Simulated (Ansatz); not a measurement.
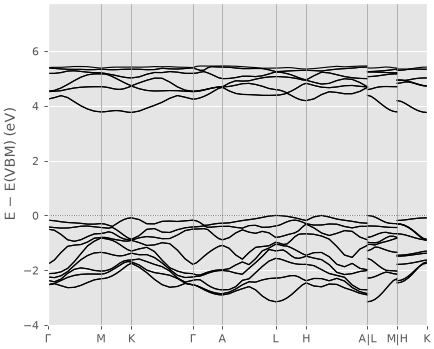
*Band structure from DFT-PBEsol with spin–orbit coupling in the program Ansatz with PAW potentials*

Question: Read off the gap and where the band edges lie.

Answer: About 3.8 eV (3.76 eV by a search for the band edges); maximum on the H–A line, 23 % of the way from H, minimum at K.

The material is La2O3 (La2O3 or Ni2Al3 type, P-3m1).

Symmetry was held in the PBEsol relaxation.

Potentials: the earlier of the program's two PAW sets. The files were generated under PBE; for other functionals the program regenerates the frozen cores, and for LDA and PBEsol the local potential too.
